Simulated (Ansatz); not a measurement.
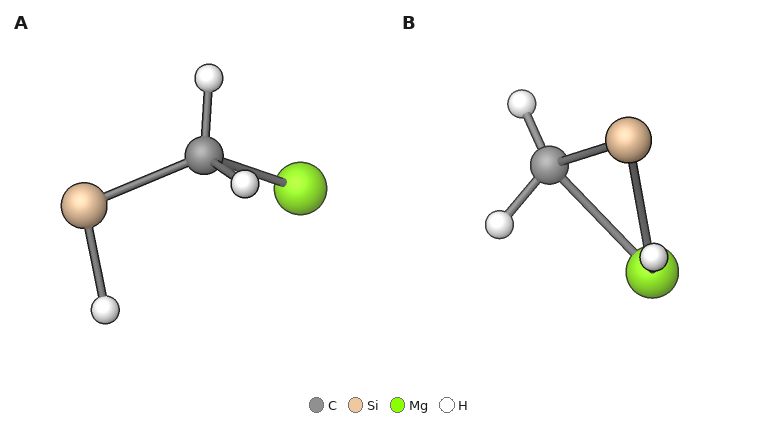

2 stationary structures of one formula. The species has charge +1 and is a spin singlet. Geometries: PBE-D4/def2-SVP. Electronic energies: PBE-D4/def2-SVP (Ansatz 0.2.0), without zero-point energy. No frequency run is at hand to confirm each as a minimum.

Rank them by energy, lowest first.

B is lowest (C1); A lies 1.5 kcal/mol above it (C1).
